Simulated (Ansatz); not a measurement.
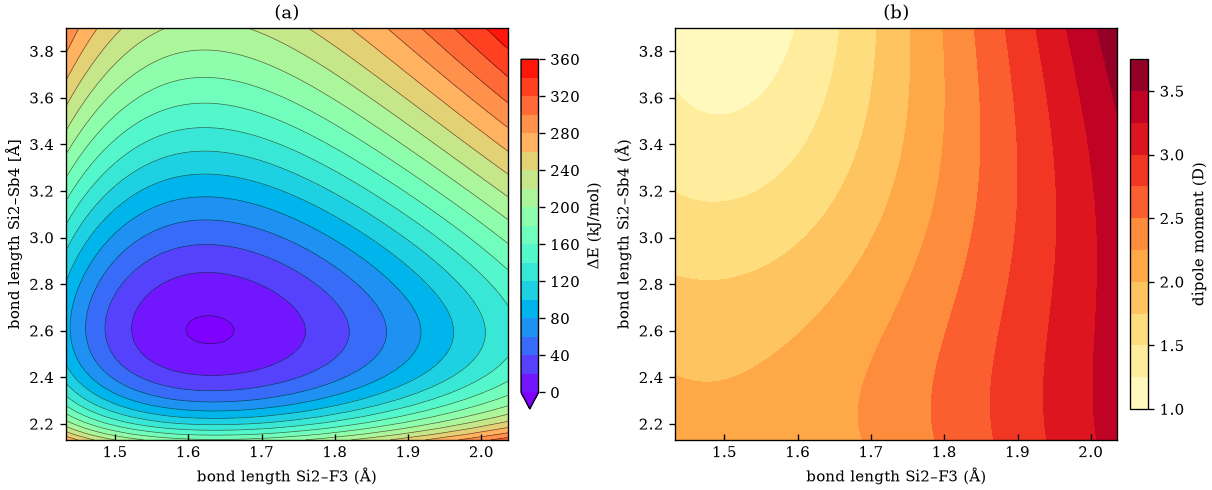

FH4OSSbSi, SMILES O[SiH](F)[SbH][SH]. Coordinates scanned: (1) bond length Si2–F3; (2) bond length Si2–Sb4. Nothing is relaxed (all other coordinates rigid). The scan uses a 9 × 9 grid. Energies are in kJ/mol, from the lowest grid point. The reference is spin-restricted, which grows unreliable where a bond is stretched far. Level of theory: Ansatz 0.2.0, RKS PBE0-D4/def2-SVP.

Panel (a) is the energy; panel (b) is the computed dipole moment, in D.

In the figure: filled contours. Between grid points the surface is interpolated.

> How does the dipole moment vary over the map, and what is it at the lowest grid point?

Leaving out the highest fifth of the energies, it runs from 1.17 D at bond length Si2–F3 = 1.509 Å, bond length Si2–Sb4 = 3.677 Å to 3.41 D at bond length Si2–F3 = 2.036 Å, bond length Si2–Sb4 = 3.236 Å. At the lowest grid point, bond length Si2–F3 = 1.659 Å, bond length Si2–Sb4 = 2.573 Å, it is 2.11 D.
